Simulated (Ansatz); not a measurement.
# CH4GeS: from a rough start to a minimum

What shape does CH4GeS take? The plan is to relax it, check the end point by its vibrations and derive ideal-gas thermochemistry.

Method: RKS PBE0-D4/def2-TZVP; program: Ansatz 0.2.0, Gaussian basis.

Plan: relaxation at PBE-D4/def2-SVP; relaxation at PBE0-D4/def2-TZVP; harmonic vibrations at the same level.

1 further run of the same task is left out (set aside as unsound or not needed).

### Step 1. The system as given

SMILES `[CH2]1[S][GeH2]1`, 7 atoms, charge 0, spin multiplicity 1.

Atoms are counted from 1 here; the program's logs count them from 0.

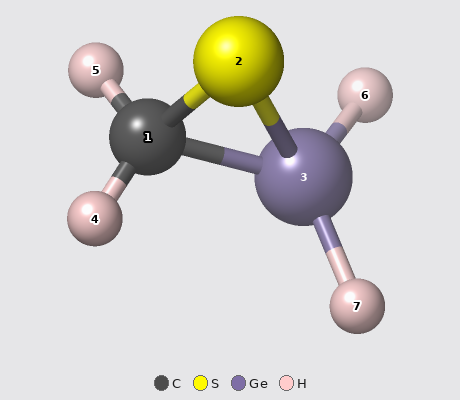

As it starts; carbon dark grey, sulfur yellow, germanium purple, hydrogen pink; atoms are numbered from 1 in the order of the file.

As a file:

```mol
CH4GeS
  3D, bonds by distance, orders not assigned

  7  7  0  0  0  0  0  0  0  0999 V2000
   -0.7191   -0.2815   -0.5112 C   0  0
   -0.4877   -1.4787    0.7183 S   0  0
    0.7432    0.4097    0.3786 Ge  0  0
   -0.4869   -0.5825   -1.5566 H   0  0
   -1.6789    0.3588   -0.3581 H   0  0
    0.5192    1.4559    1.5189 H   0  0
    2.1714    0.0502   -0.2356 H   0  0
  1  2  8  0
  2  3  8  0
  1  4  8  0
  1  5  8  0
  3  6  8  0
  3  7  8  0
  1  3  8  0
M  END
```

The start is a force-field geometry with small random shifts, so a cheaper pass at PBE-D4/def2-SVP comes first.

### Step 2. Relaxation at PBE-D4/def2-SVP (cheap first pass)

in.yaml reads:

```yaml
crystal:
  periodic: [false, false, false]
  atoms:
    - {symbol: C, position_ang: [-0.719100, -0.281500, -0.511200]}
    - {symbol: S, position_ang: [-0.487700, -1.478700, 0.718300]}
    - {symbol: Ge, position_ang: [0.743200, 0.409700, 0.378600]}
    - {symbol: H, position_ang: [-0.486900, -0.582500, -1.556600]}
    - {symbol: H, position_ang: [-1.678900, 0.358800, -0.358100]}
    - {symbol: H, position_ang: [0.519200, 1.455900, 1.518900]}
    - {symbol: H, position_ang: [2.171400, 0.050200, -0.235600]}
basis:
  gaussian: {orbitals: def2-SVP}
hamiltonian: {xc: pbe, dispersion: d4}
relax: {f_tol: 0.03, max_steps: 200}
```

The run is started by

```
$ ansatz run in.yaml --threads 2 --pin off --events-out ev --progress --plain --max-ram 4352MiB
```

The log of the run:

```text
Functional definition: PBE
  name "PBE"
  cite "Perdew, Burke & Ernzerhof, Phys. Rev. Lett. 77, 3865 (1996) doi:10.1103/PhysRevLett.77.3865"
  parent pbe
  parameter kappa = 0.804
  parameter beta = 0.06672455060314922
  exchange = pbe_x(kappa = kappa, mu = beta*pi^2/3)
  correlation = pbe_c(beta = beta)
946 factors; their error is unknown
mean field evaluation 1: about -68422.1502 eV, gradient 5.4e1 eV
mean field evaluation 2: about -68403.6552 eV, gradient 9.1e1 eV
mean field evaluation 4: about -68428.5960 eV, gradient 7.5e0 eV
mean field evaluation 8: about -68428.7300 eV, gradient 1.2e-1 eV
mean field evaluation 16: about -68428.7300 eV, gradient 2.6e-5 eV
mean field -68428.73002963 eV, -2514.7094459296 hartree, gradient 2.6e-5 eV, S^2 0.000000; 0 other end points of the search recorded, 0 dependent functions left out
the calculation of the forces begins
reference -68428.73005915 eV, -2514.7094470145 hartree; 29, 29 occupied and 55, 55 virtual orbitals, 946 factors
relax step   1: F+E_penalty+E_count = -68428.87633115 eV  Δ(F+E_penalty+E_count) = +0.000e0 eV  max|allowed force component| = 3.142e0 eV/Å  Δτ_max = 0.0000 Å  (26 SCF iters, accepted)
these checks for a lower state are left out or cut short: starts, cluster_reference, orbital_swaps, neighbouring_geometries, increment
946 factors; their error is unknown
mean field -68429.08071817 eV, -2514.7223334958 hartree, gradient 1.4e-5 eV, S^2 0.000000; 0 other end points of the search recorded, 0 dependent functions left out
the calculation of the forces begins
reference -68429.08074843 eV, -2514.7223346080 hartree; 29, 29 occupied and 55, 55 virtual orbitals, 946 factors
relax step   2: F+E_penalty+E_count = -68429.22602601 eV  Δ(F+E_penalty+E_count) = -3.497e-1 eV  max|allowed force component| = 1.493e0 eV/Å  Δτ_max = 0.1414 Å  (27 SCF iters, accepted)
these checks for a lower state are left out or cut short: starts, cluster_reference, orbital_swaps, neighbouring_geometries, increment
946 factors; their error is unknown
mean field -68429.16418112 eV, -2514.7254007026 hartree, gradient 7.7e-6 eV, S^2 0.000000; 0 other end points of the search recorded, 0 dependent functions left out
the calculation of the forces begins
reference -68429.16421167 eV, -2514.7254018255 hartree; 29, 29 occupied and 55, 55 virtual orbitals, 946 factors
relax step   3: F+E_penalty+E_count = -68429.30923163 eV  Δ(F+E_penalty+E_count) = -8.321e-2 eV  max|allowed force component| = 4.420e-1 eV/Å  Δτ_max = 0.0452 Å  (29 SCF iters, accepted)
these checks for a lower state are left out or cut short: starts, cluster_reference, orbital_swaps, neighbouring_geometries, increment
946 factors; their error is unknown
mean field evaluation 32: about -68429.2263 eV, gradient 7.8e-2 eV
mean field -68429.16621867 eV, -2514.7254755815 hartree, gradient 9.1e-6 eV, S^2 0.000000; 0 other end points of the search recorded, 0 dependent functions left out
the calculation of the forces begins
reference -68429.16624950 eV, -2514.7254767145 hartree; 29, 29 occupied and 55, 55 virtual orbitals, 946 factors
relax step   4: F+E_penalty+E_count = -68429.31092646 eV  Δ(F+E_penalty+E_count) = -1.695e-3 eV  max|allowed force component| = 1.637e-1 eV/Å  Δτ_max = 0.0804 Å  (29 SCF iters, accepted)
these checks for a lower state are left out or cut short: starts, cluster_reference, orbital_swaps, neighbouring_geometries, increment
946 factors; their error is unknown
mean field -68429.17684382 eV, -2514.7258660484 hartree, gradient 1.2e-5 eV, S^2 0.000000; 0 other end points of the search recorded, 0 dependent functions left out
the calculation of the forces begins
reference -68429.17687450 eV, -2514.7258671760 hartree; 29, 29 occupied and 55, 55 virtual orbitals, 946 factors
relax step   5: F+E_penalty+E_count = -68429.32180225 eV  Δ(F+E_penalty+E_count) = -1.088e-2 eV  max|allowed force component| = 6.535e-2 eV/Å  Δτ_max = 0.0523 Å  (28 SCF iters, accepted)
these checks for a lower state are left out or cut short: starts, cluster_reference, orbital_swaps, neighbouring_geometries, increment
946 factors; their error is unknown
mean field -68429.17756672 eV, -2514.7258926146 hartree, gradient 1.2e-5 eV, S^2 0.000000; 0 other end points of the search recorded, 0 dependent functions left out
the calculation of the forces begins
reference -68429.17759742 eV, -2514.7258937427 hartree; 29, 29 occupied and 55, 55 virtual orbitals, 946 factors
relax step   6: F+E_penalty+E_count = -68429.32245209 eV  Δ(F+E_penalty+E_count) = -6.498e-4 eV  max|allowed force component| = 8.499e-3 eV/Å  Δτ_max = 0.0112 Å  (29 SCF iters, accepted)
946 factors; their error is unknown
mean field evaluation 64: about -68429.1776 eV, gradient 3.2e-2 eV
mean field -68429.17756672 eV, -2514.7258926146 hartree, gradient 1.1e-5 eV, S^2 0.000000; 1 other end points of the search recorded, 0 dependent functions left out
the calculation of the forces begins
reference -68429.17759742 eV, -2514.7258937427 hartree; 29, 29 occupied and 55, 55 virtual orbitals, 946 factors
Total energy: -68429.32248278 eV, -2514.7312181816 hartree
Atom 0 at    -0.772108    -0.231175    -0.572541 Å, force     0.008499     0.001019     0.000330 eV/Å
Atom 1 at    -0.434810    -1.499508     0.762938 Å, force    -0.001967    -0.004981     0.006803 eV/Å
Atom 2 at     0.781219     0.335083     0.452393 Å, force    -0.000636     0.002285    -0.000455 eV/Å
Atom 3 at    -0.613389    -0.597381    -1.601999 Å, force    -0.000926    -0.005235    -0.008019 eV/Å
Atom 4 at    -1.715243     0.328247    -0.443266 Å, force    -0.006031     0.005502    -0.000827 eV/Å
Atom 5 at     0.625280     1.457794     1.495843 Å, force     0.000093     0.000261     0.006397 eV/Å
Atom 6 at     2.190251     0.138839    -0.139068 Å, force     0.000967     0.001148    -0.004229 eV/Å
Dipole moment:     0.128655     0.364688    -0.169806 e Å
```

Run time: 8 s. Hardware: 2 threads of AMD EPYC 7B13, shared host.

Relaxation path:

| step | energy from step 1 (eV) | largest force component (eV/Å) |
| --- | --- | --- |
| 1 | 0.0000 | 3.1418 |
| 2 | -0.3497 | 1.4934 |
| 3 | -0.4329 | 0.4420 |
| 4 | -0.4346 | 0.1637 |
| 5 | -0.4455 | 0.0653 |
| 6 | -0.4461 | 0.0085 |

Close pairs (by a distance rule), those that changed most:

| bond | before (Å) | after (Å) | change (Å) |
| --- | --- | --- | --- |
| C1–S2 | 1.732 | 1.872 | +0.141 |
| C1–Ge3 | 1.846 | 1.945 | +0.099 |
| C1–H5 | 1.164 | 1.104 | -0.060 |
| S2–Ge3 | 2.280 | 2.223 | -0.057 |
| Ge3–H7 | 1.596 | 1.541 | -0.055 |
| Ge3–H6 | 1.564 | 1.541 | -0.023 |
| C1–H4 | 1.112 | 1.104 | -0.008 |

### Step 3. Optimising with PBE0-D4/def2-TZVP

in.yaml reads:

```yaml
crystal:
  periodic: [false, false, false]
  atoms:
    - {symbol: C, position_ang: [-0.772108, -0.231175, -0.572541]}
    - {symbol: S, position_ang: [-0.434810, -1.499508, 0.762938]}
    - {symbol: Ge, position_ang: [0.781219, 0.335083, 0.452393]}
    - {symbol: H, position_ang: [-0.613389, -0.597381, -1.601999]}
    - {symbol: H, position_ang: [-1.715243, 0.328247, -0.443266]}
    - {symbol: H, position_ang: [0.625280, 1.457794, 1.495843]}
    - {symbol: H, position_ang: [2.190251, 0.138839, -0.139068]}
basis:
  gaussian: {orbitals: def2-TZVP}
hamiltonian: {xc: pbe0, dispersion: d4}
relax: {f_tol: 0.005, max_steps: 150}
```

Launched as before.

The log of the run (excerpt; [...] marks lines left out):

```text
Functional definition: PBE0
  name "PBE0"
  cite "Adamo & Barone, J. Chem. Phys. 110, 6158 (1999) doi:10.1063/1.478522"
  cite "Perdew, Burke & Ernzerhof, Phys. Rev. Lett. 77, 3865 (1996) doi:10.1103/PhysRevLett.77.3865"
  parent pbe
[...]
1028 factors; their error is unknown
[...]
mean field -68443.88582239 eV, -2515.2664110407 hartree, gradient 2.2e-5 eV, S^2 0.000000; 0 other end points of the search recorded, 0 dependent functions left out
[...]
reference -68443.88584902 eV, -2515.2664120194 hartree; 29, 29 occupied and 111, 111 virtual orbitals, 1028 factors
relax step   1: F+E_penalty+E_count = -68444.00693930 eV  Δ(F+E_penalty+E_count) = +0.000e0 eV  max|allowed force component| = 6.446e-1 eV/Å  Δτ_max = 0.0000 Å  (27 SCF iters, accepted)
[...]
reference -68443.91794966 eV, -2515.2675916960 hartree; 29, 29 occupied and 111, 111 virtual orbitals, 1028 factors
Total energy: -68444.03953242 eV, -2515.2720597801 hartree
Atom 0 at    -0.765946    -0.226925    -0.570617 Å, force     0.000517    -0.000594     0.000859 eV/Å
Atom 1 at    -0.430690    -1.473871     0.749398 Å, force    -0.001595    -0.001766    -0.000199 eV/Å
Atom 2 at     0.771938     0.330457     0.447896 Å, force     0.000393     0.002865    -0.001733 eV/Å
Atom 3 at    -0.609622    -0.595228    -1.579239 Å, force     0.000421     0.000170     0.000616 eV/Å
Atom 4 at    -1.694935     0.318442    -0.440431 Å, force     0.000568     0.000107     0.000237 eV/Å
Atom 5 at     0.622145     1.440316     1.484729 Å, force    -0.000061    -0.000469     0.000049 eV/Å
Atom 6 at     2.168310     0.138708    -0.137436 Å, force    -0.000243    -0.000313     0.000171 eV/Å
Dipole moment:     0.141266     0.389582    -0.177951 e Å
```

It took 17 s on 2 threads of AMD EPYC 7B13, shared host; peak memory 0.33 GiB.

Relaxation path:

| step | energy from step 1 (eV) | largest force component (eV/Å) |
| --- | --- | --- |
| 1 | 0.0000 | 0.6446 |
| 2 | -0.0293 | 0.2029 |
| 3 | -0.0323 | 0.0494 |
| 4 | -0.0325 | 0.0186 |
| 5 | -0.0326 | 0.0029 |

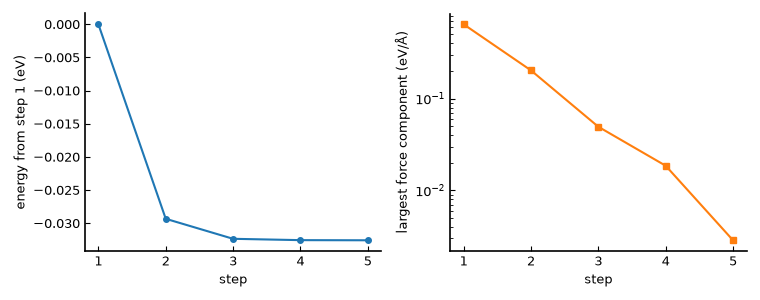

Energy and largest force along the relaxation.

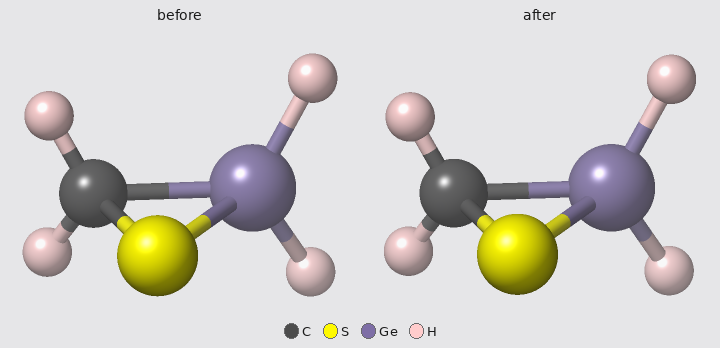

Before and after, at one scale.

Close pairs (by a distance rule), those that changed most:

| bond | before (Å) | after (Å) | change (Å) |
| --- | --- | --- | --- |
| S2–Ge3 | 2.223 | 2.189 | -0.034 |
| C1–S2 | 1.872 | 1.847 | -0.026 |
| C1–H5 | 1.104 | 1.085 | -0.019 |
| C1–H4 | 1.104 | 1.085 | -0.019 |
| C1–Ge3 | 1.945 | 1.927 | -0.018 |
| Ge3–H7 | 1.541 | 1.526 | -0.015 |
| Ge3–H6 | 1.541 | 1.526 | -0.014 |

Mulliken charges of the relaxed molecule (report file):

| atom | value (e) |
| --- | --- |
| C1 | -0.29 |
| S2 | -0.25 |
| Ge3 | 0.18 |
| H4 | 0.15 |
| H5 | 0.15 |
| H6 | 0.03 |
| H7 | 0.03 |

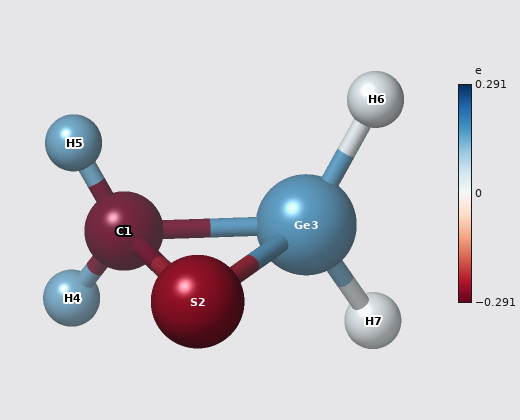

Mulliken charges of the relaxed molecule (report file), as colours on the atoms.

### Step 4. Vibrations by finite differences

in.yaml reads:

```yaml
crystal:
  periodic: [false, false, false]
  atoms:
    - {symbol: C, position_ang: [-0.765946, -0.226925, -0.570617]}
    - {symbol: S, position_ang: [-0.430690, -1.473871, 0.749398]}
    - {symbol: Ge, position_ang: [0.771938, 0.330457, 0.447896]}
    - {symbol: H, position_ang: [-0.609622, -0.595228, -1.579239]}
    - {symbol: H, position_ang: [-1.694935, 0.318442, -0.440431]}
    - {symbol: H, position_ang: [0.622145, 1.440316, 1.484729]}
    - {symbol: H, position_ang: [2.168310, 0.138708, -0.137436]}
basis:
  gaussian: {orbitals: def2-TZVP}
hamiltonian: {xc: pbe0, dispersion: d4}
phonons: {temperatures: {t_min: 298.15, t_max: 900, t_step: 200}}
```

Same command.

The log of the run (excerpt; [...] marks lines left out):

```text
Functional definition: PBE0
  name "PBE0"
  cite "Adamo & Barone, J. Chem. Phys. 110, 6158 (1999) doi:10.1063/1.478522"
  cite "Perdew, Burke & Ernzerhof, Phys. Rev. Lett. 77, 3865 (1996) doi:10.1103/PhysRevLett.77.3865"
  parent pbe
[...]
1028 factors; their error is unknown
[...]
mean field -68443.91792384 eV, -2515.2675907473 hartree, gradient 2.0e-5 eV, S^2 0.000000; 0 other end points of the search recorded, 0 dependent functions left out
[...]
reference -68443.91795027 eV, -2515.2675917184 hartree; 29, 29 occupied and 111, 111 virtual orbitals, 1028 factors
[...]
1028 factors; their error is unknown
mean field -68443.91778061 eV, -2515.2675854836 hartree, gradient 8.3e-7 eV, S^2 0.000000; 0 other end points of the search recorded, 0 dependent functions left out
[...]
reference -68443.91780704 eV, -2515.2675864550 hartree; 29, 29 occupied and 111, 111 virtual orbitals, 1028 factors
[...]
Total energy: -68444.03953302 eV, -2515.2720598024 hartree
Atom 0 at    -0.765946    -0.226925    -0.570617 Å, force     0.000487    -0.000598     0.000856 eV/Å
Atom 1 at    -0.430690    -1.473871     0.749398 Å, force    -0.001584    -0.001737    -0.000211 eV/Å
Atom 2 at     0.771938     0.330457     0.447896 Å, force     0.000414     0.002843    -0.001709 eV/Å
Atom 3 at    -0.609622    -0.595228    -1.579239 Å, force     0.000422     0.000168     0.000613 eV/Å
Atom 4 at    -1.694935     0.318442    -0.440431 Å, force     0.000579     0.000100     0.000234 eV/Å
Atom 5 at     0.622145     1.440316     1.484729 Å, force    -0.000062    -0.000468     0.000046 eV/Å
Atom 6 at     2.168310     0.138708    -0.137436 Å, force    -0.000256    -0.000308     0.000170 eV/Å
Dipole moment:     0.141266     0.389582    -0.177952 e Å
Vibrations: 405.34 483.23 533.49 536.61 579.70 751.78 803.57 854.60 967.12 1001.78 1421.74 2190.07 2202.66 3128.94 3218.73 cm⁻¹, zero-point energy 1.182770 eV
```

Run time: 70 s. Hardware: 2 threads of AMD EPYC 7B13, shared host; peak memory 0.33 GiB.

Motions are named by where the mode's potential energy lies. The modes, unscaled (a negative number is an imaginary wavenumber):

| mode | cm⁻¹ | motion |
| --- | --- | --- |
| 1 | 405 | Ge–S stretch with bend |
| 2 | 483 | bend |
| 3 | 533 | bend |
| 4 | 537 | bend with Ge–C stretch |
| 5 | 580 | bend |
| 6 | 752 | C–S and Ge–C stretch |
| 7 | 804 | bend |
| 8 | 855 | bend |
| 9 | 967 | bend |
| 10 | 1002 | bend |
| 11 | 1422 | bend |
| 12 | 2190 | Ge–H stretch |
| 13 | 2203 | Ge–H stretch |
| 14 | 3129 | C–H stretch |
| 15 | 3219 | C–H stretch |

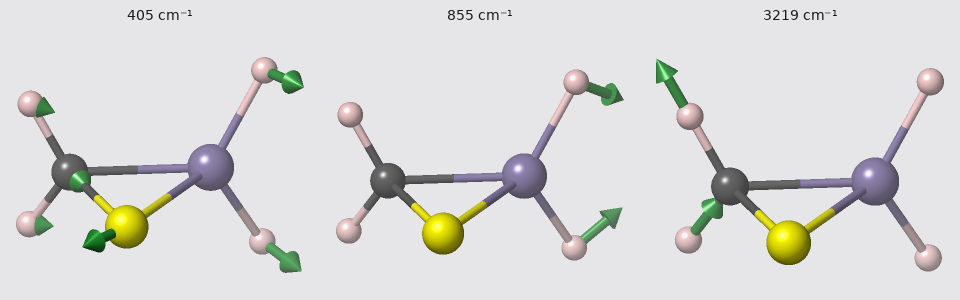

Displacements of 3 modes, as arrows.

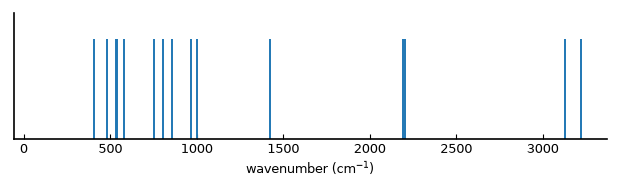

The harmonic wavenumbers as sticks (no intensities were computed).

Ideal gas, rigid rotor and harmonic oscillator at 298.15 K and 1 bar, with symmetry number 1:

| term | value |
| --- | --- |
| zero-point energy | 114.1 kJ/mol |
| H(298) − E | 127.8 kJ/mol |
| entropy, translation | 168.6 J/(mol K) |
| entropy, rotation | 104.2 J/(mol K) |
| entropy, vibration | 17.2 J/(mol K) |
| entropy, total | 290.1 J/(mol K) |

### Step 5. Summary of results

| quantity | value |
| --- | --- |
| point group | Cs |
| steps | 6 + 5 |
| shift from the start (rms) | 0.106 Å |
| total energy | -68444.0395 eV |
| dispersion term | -122 meV |
| dipole moment | 2.17 D |
| lowest, highest wavenumber | 405, 3219 cm⁻¹ |
| zero-point energy | 114.1 kJ/mol |
| entropy at 298.15 K | 290.1 J/(mol K) |

What this shows: The relaxed geometry lies 0.11 Å (rms) from the start; the bond that changed most is C1–S2, from 1.732 to 1.847 Å. No mode is imaginary: a true minimum at this level. The stiffest mode, 3219 cm⁻¹, is a C–H stretch. Harmonic hybrid wavenumbers usually lie a few per cent above measured fundamentals. The largest Mulliken charge, -0.29 e, sits on C1.
